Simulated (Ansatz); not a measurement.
# Ligand exchange: CH2Br2 + GaH2(CH3) → C2H5Br + GaH2Br

Species: CH2Br2 (dibromomethane) `BrCBr`, singlet; GaH2(CH3), singlet; C2H5Br (bromoethane) `CCBr`, singlet; GaH2Br `[GaH2][Br]`, singlet. The partners trade Br for CH3: C–Br and Ga–CH3 bonds give way to C–CH3 and Ga–Br.

Shapes, held fixed at every level: PBE0-D4/def2-TZVP. Programs: Ansatz 0.2.0. Electronic energies: no zero-point or thermal term.

| level | kind | ΔE (kJ/mol) | less CCSD(T)/def2-TZVPP |
| --- | --- | --- | --- |
| HF/def2-SVP | Hartree–Fock | -226.2 | -40.9 |
| PBE-D4/def2-TZVPP | GGA | -178.0 | +7.3 |
| wB97M-V/def2-TZVPP | range-separated hybrid | -187.0 | -1.7 |
| wB97X-V/def2-TZVPP | range-separated hybrid | -188.2 | -2.9 |
| B2PLYP/def2-TZVPP | double hybrid | -187.8 | -2.5 |
| MP2/def2-TZVPP | perturbation theory | -184.4 | +0.9 |
| CCSD/def2-TZVPP | coupled cluster or CI | -189.0 | -3.7 |
| CCSD(T)/def2-TZVPP | coupled cluster or CI | -185.3 | 0.0 |

The highest level, CCSD(T)/def2-TZVPP, gives ΔE = -185.3 kJ/mol; the levels span -226.2 to -178.0. The column of differences is taken from that level and isn't an error. No measured value is set beside it here. Relativity is left out for Br, Ga. Outer-core shells of Br, Ga are correlated, in sets that cover them unevenly.

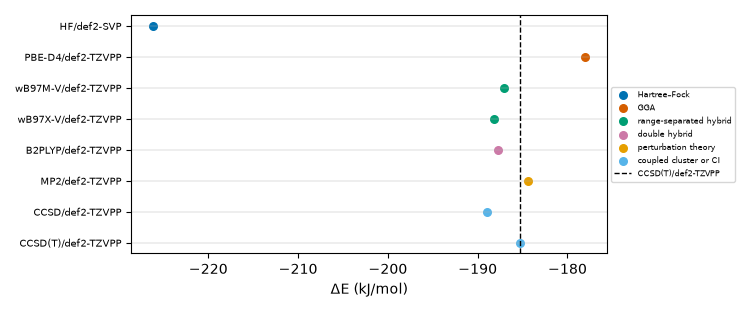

The values of the table, level by level.
